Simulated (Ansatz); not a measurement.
## AlH₄O₂F: geometry relaxation (part 1 of 2)

The run: geometry relaxation of AlH₄O₂F. Method and program: RKS PBE0-D4/def2-SVP (Ansatz 0.2.0).

The input holds or restrains some coordinates. It belongs to a series of runs on one base structure; here: pulled along the bonds that form and break, towards end A. Figures and captions count atoms from 1; the log counts them from 0 in places.

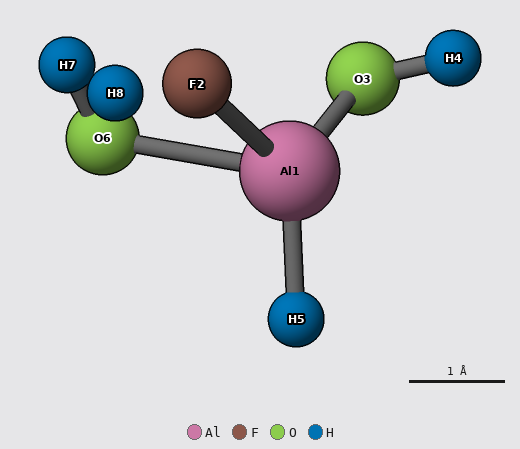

**Figure 1.** The starting structure (ball-and-stick view, seen at a tilt; atoms are numbered from 1 in the order of the input). Sticks mark near contacts.

**Key numbers**

| quantity | value |
| --- | --- |
| outcome | converged under the restraints of the input |
| total energy | −13459.0155 eV |
| mean-field energy | −13458.9318 eV |
| largest force (length of the vector) at the end, held atoms and coordinates included | 1.087 eV/Å |
| hardware | 1 thread of Arm Neoverse V1, 24 GiB of memory available, shared host |
| wall time | 50 s |
| peak memory | 0.15 GiB |

**The input**
```yaml
crystal:
  periodic: [false, false, false]
  atoms:
    - { symbol: Al, position_ang: [0.0, 0.0, 0.0] }
    - { symbol: F, position_ang: [0.0, 0.0, 2.04] }
    - { symbol: O, position_ang: [1.5415, 0.0, -0.89] }
    - { symbol: H, position_ang: [1.8414, -0.9519, -1.0449] }
    - { symbol: H, position_ang: [-1.351, 0.0, -0.78] }
    - { symbol: O, position_ang: [0.0932, 1.9717, 0.6559] }
    - { symbol: H, position_ang: [0.4919, 2.0, 1.5834] }
    - { symbol: H, position_ang: [0.0564, 1.1931, 1.752] }
basis:
  gaussian: { orbitals: def2-SVP }
hamiltonian:
  xc: pbe0
  dispersion: d4
relax:
  f_tol: 0.15
  max_steps: 25
  restrain:
    - { distance: [0, 5], at: 2.98, k: 30.0 }
    - { distance: [7, 1], at: 2.12, k: 30.0 }
    - { distance: [0, 1], at: 1.69, k: 30.0 }
    - { distance: [7, 5], at: 1.01, k: 30.0 }
output:
  orbitals: {}
```

Launched with:
```bash
ansatz run input.yaml --threads 1 --pin off --max-ram 2048MiB --backend cpu --events-out ev --progress --plain --runs-dir out
```

**The program's output**
```
The last accepted step is kept in [file] (removed where the run ends without a failure and the disk answers)
Engine: ansatz 0.2.0, aarch64-unknown-linux-gnu
Functional definition: PBE0
  parameter a = 0.25
  parameter kappa = 0.804
  parameter beta = 0.06672455060314922
  exchange = (1 - a)*pbe_x(kappa = kappa, mu = beta*pi^2/3) + a*exact_x
  correlation = pbe_c(beta = beta)
806 factors; integrals over basis functions are off by at most 3.7e-4 eV
mean field evaluation 1: about -13447.7847 eV, gradient 6.7e1 eV
mean field evaluation 2: about -13421.5868 eV, gradient 1.3e2 eV
mean field evaluation 4: about -13455.8374 eV, gradient 7.4e0 eV
mean field evaluation 8: about -13455.9376 eV, gradient 1.6e-1 eV
mean field -13455.93769527 eV, -494.4965895390 hartree, gradient 1.9e-5 eV, S^2 0.000000; 0 other end points of the search recorded, 0 dependent functions left out
the calculation of the forces begins
reference -13455.93772383 eV, -494.4965905888 hartree; 21, 21 occupied and 59, 59 virtual orbitals, 806 factors
relax step   1: F+E_penalty+E_count = -13456.02704462 eV  Δ(F+E_penalty+E_count) = +0.000e0 eV  max|allowed force component| = 3.659e0 eV/Å  E_restraint = 27.58743943 eV  max|allowed force component, restraints' pulls added| = 2.833e1 eV/Å  Δτ_max = 0.0000 Å  (25 SCF iters, accepted)
  distance Al 0 - O 5 = 2.0800 Å
  distance H 7 - F 1 = 1.2287 Å
  distance Al 0 - F 1 = 2.0400 Å
  distance H 7 - O 5 = 1.3450 Å
these checks for a lower state are left out or cut short: starts, cluster_reference, orbital_swaps, neighbouring_geometries, increment
806 factors; integrals over basis functions are off by at most 5.0e-4 eV
mean field evaluation 16: about -13454.8113 eV, gradient 1.7e1 eV
mean field -13455.86809917 eV, -494.4940319296 hartree, gradient 9.6e-6 eV, S^2 0.000000; 0 other end points of the search recorded, 0 dependent functions left out
[... from here on the field's lines of each further geometry are left out, up to the last ...]
relax step   2: F+E_penalty+E_count = -13455.95614906 eV  Δ(F+E_penalty+E_count) = +7.090e-2 eV  max|allowed force component| = 4.132e0 eV/Å  E_restraint = 11.38578272 eV  max|allowed force component, restraints' pulls added| = 1.941e1 eV/Å  Δτ_max = 0.1947 Å  (33 SCF iters, accepted)
relax step   3: F+E_penalty+E_count = -13456.59052593 eV  Δ(F+E_penalty+E_count) = -6.344e-1 eV  max|allowed force component| = 4.289e0 eV/Å  E_restraint = 2.65837424 eV  max|allowed force component, restraints' pulls added| = 7.792e0 eV/Å  Δτ_max = 0.1943 Å  (34 SCF iters, accepted)
relax step   4: F+E_penalty+E_count = -13457.78032776 eV  Δ(F+E_penalty+E_count) = -1.190e0 eV  max|allowed force component| = 2.763e0 eV/Å  E_restraint = 0.14008073 eV  max|allowed force component, restraints' pulls added| = 3.027e0 eV/Å  Δτ_max = 0.1990 Å  (34 SCF iters, accepted)
relax step   5: F+E_penalty+E_count = -13458.51913423 eV  Δ(F+E_penalty+E_count) = -7.388e-1 eV  max|allowed force component| = 2.402e0 eV/Å  E_restraint = 0.06134430 eV  max|allowed force component, restraints' pulls added| = 2.454e0 eV/Å  Δτ_max = 0.1941 Å  (28 SCF iters, accepted)
relax step   6: F+E_penalty+E_count = -13458.71142646 eV  Δ(F+E_penalty+E_count) = -1.923e-1 eV  max|allowed force component| = 1.789e0 eV/Å  E_restraint = 0.02437012 eV  max|allowed force component, restraints' pulls added| = 1.454e0 eV/Å  Δτ_max = 0.2000 Å  (28 SCF iters, accepted)
relax step   7: F+E_penalty+E_count = -13458.70134352 eV  Δ(F+E_penalty+E_count) = +1.008e-2 eV  max|allowed force component| = 2.928e0 eV/Å  E_restraint = 0.02883837 eV  max|allowed force component, restraints' pulls added| = 1.966e0 eV/Å  Δτ_max = 0.1912 Å  (27 SCF iters, rejected (line search))
relax step   8: F+E_penalty+E_count = -13458.84558771 eV  Δ(F+E_penalty+E_count) = -1.342e-1 eV  max|allowed force component| = 1.293e0 eV/Å  E_restraint = 0.01263651 eV  max|allowed force component, restraints' pulls added| = 4.657e-1 eV/Å  Δτ_max = 0.0952 Å  (27 SCF iters, accepted)
relax step   9: F+E_penalty+E_count = -13458.88611861 eV  Δ(F+E_penalty+E_count) = -4.053e-2 eV  max|allowed force component| = 1.182e0 eV/Å  E_restraint = 0.01355608 eV  max|allowed force component, restraints' pulls added| = 3.103e-1 eV/Å  Δτ_max = 0.1000 Å  (27 SCF iters, accepted)
relax step  10: F+E_penalty+E_count = -13458.92708891 eV  Δ(F+E_penalty+E_count) = -4.097e-2 eV  max|allowed force component| = 1.104e0 eV/Å  E_restraint = 0.01520462 eV  max|allowed force component, restraints' pulls added| = 5.110e-1 eV/Å  Δτ_max = 0.1497 Å  (27 SCF iters, accepted)
relax step  11: F+E_penalty+E_count = -13458.97394062 eV  Δ(F+E_penalty+E_count) = -4.685e-2 eV  max|allowed force component| = 1.134e0 eV/Å  E_restraint = 0.01497238 eV  max|allowed force component, restraints' pulls added| = 3.808e-1 eV/Å  Δτ_max = 0.1990 Å  (27 SCF iters, accepted)
relax step  12: F+E_penalty+E_count = -13459.01285120 eV  Δ(F+E_penalty+E_count) = -3.891e-2 eV  max|allowed force component| = 1.063e0 eV/Å  E_restraint = 0.01624852 eV  max|allowed force component, restraints' pulls added| = 1.460e-1 eV/Å  Δτ_max = 0.1615 Å  (27 SCF iters, accepted)
relax step  13: F+E_penalty+E_count = -13458.73183406 eV  Δ(F+E_penalty+E_count) = +2.810e-1 eV  max|allowed force component| = 3.661e0 eV/Å  E_restraint = 0.01530937 eV  max|allowed force component, restraints' pulls added| = 3.661e0 eV/Å  Δτ_max = 0.1961 Å  (32 SCF iters, rejected (line search))
relax step  14: F+E_penalty+E_count = -13459.01436014 eV  Δ(F+E_penalty+E_count) = -1.509e-3 eV  max|allowed force component| = 9.597e-1 eV/Å  E_restraint = 0.01558574 eV  max|allowed force component, restraints' pulls added| = 2.808e-1 eV/Å  Δτ_max = 0.0972 Å  (27 SCF iters, accepted)
relax step  15: F+E_penalty+E_count = -13459.01123814 eV  Δ(F+E_penalty+E_count) = +3.122e-3 eV  max|allowed force component| = 9.825e-1 eV/Å  E_restraint = 0.01442218 eV  max|allowed force component, restraints' pulls added| = 2.611e-1 eV/Å  Δτ_max = 0.0755 Å  (27 SCF iters, rejected (line search))
the calculation of the forces begins
reference -13458.93184778 eV, -494.6066226141 hartree; 21, 21 occupied and 59, 59 virtual orbitals, 807 factors
relax step  16: F+E_penalty+E_count = -13459.01544338 eV  Δ(F+E_penalty+E_count) = -1.083e-3 eV  max|allowed force component| = 1.048e0 eV/Å  E_restraint = 0.01454829 eV  max|allowed force component, restraints' pulls added| = 4.396e-2 eV/Å  Δτ_max = 0.0377 Å  (27 SCF iters, accepted)
  distance Al 0 - O 5 = 2.9619 Å
  distance H 7 - F 1 = 2.1199 Å
  distance Al 0 - F 1 = 1.6869 Å
  distance H 7 - O 5 = 0.9848 Å
807 factors; integrals over basis functions are off by at most 7.6e-4 eV
mean field evaluation 128: about -13436.4838 eV, gradient 1.1e2 eV
```

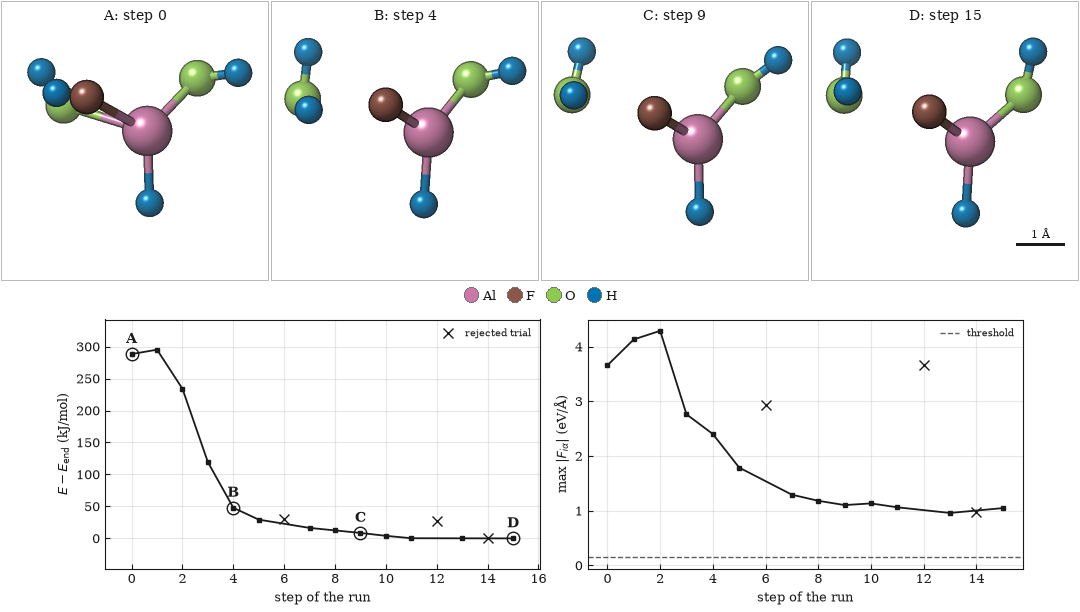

**Figure 2.** Frames of the restrained relaxation (ball-and-stick view, seen at a tilt) above the curves, on which the letters mark them (the first geometry is step 0 here and step 1 in the log).

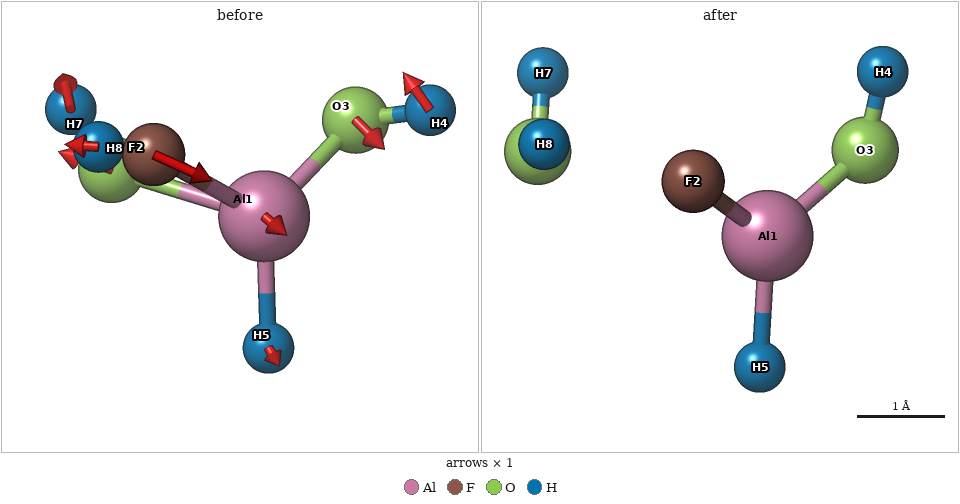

**Figure 3.** Before (left) and after (right) the restrained relaxation, at one scale (ball-and-stick view, seen at a tilt). The red arrows give the displacements, at true length. The energy falls by 288.3 kJ/mol in 15 geometry steps. Largest force component: 3.7 eV/Å at the start, 1 eV/Å at the end. The line search rejected the trial steps at points 6, 12, 14 (counted from 0) and went back. The largest move after the best rigid fit is that of F2, 0.76 Å. By element the largest moves are F 0.76 Å, H 0.75 Å, O 0.71 Å, Al 0.38 Å. Distances before and after: Al1–O6 2.080 → 2.962 Å, O6–H8 1.345 → 0.985 Å, Al1–F2 2.040 → 1.687 Å, Al1–O3 1.780 → 1.694 Å. New bonds form: O6–H8 (1.34 → 0.98 Å). Bonds break: Al1–O6 (2.08 → 2.96 Å). Among the angles that change: Al1–O3–H4 109.5° → 127.1°. (Atoms are counted from 1 in the order of the input.)

```
mean field -13458.93181857 eV, -494.6066215408 hartree, gradient 8.0e-6 eV, S^2 0.000000; 1 other end points of the search recorded, 0 dependent functions left out
the calculation of the forces begins
reference -13458.93184778 eV, -494.6066226141 hartree; 21, 21 occupied and 59, 59 virtual orbitals, 807 factors
Total energy: -13459.01547259 eV, -494.6096957694 hartree
Atom 0 at    -0.141670    -0.322177    -0.144553 Å, force     0.067412     0.462015     0.315655 eV/Å
Atom 1 at    -0.088767    -0.501166     1.532008 Å, force    -0.010460     0.012234    -0.079141 eV/Å
Atom 2 at     1.301647    -0.505650    -1.012495 Å, force    -0.043963     0.016735     0.027539 eV/Å
Atom 3 at     2.171770    -0.684842    -0.655049 Å, force     0.006759     0.002788     0.000834 eV/Å
Atom 4 at    -1.513519    -0.208481    -0.885760 Å, force     0.001895    -0.000291     0.000326 eV/Å
Atom 5 at     0.036004     2.288854     1.242537 Å, force    -0.115139    -1.048189     0.264185 eV/Å
Atom 6 at     0.956362     2.564393     1.316695 Å, force     0.024993     0.012456    -0.000404 eV/Å
Atom 7 at    -0.048427     1.581970     1.923017 Å, force     0.068501     0.542252    -0.528994 eV/Å
Dipole moment:     0.474565     0.007017     0.222220 e Å
```
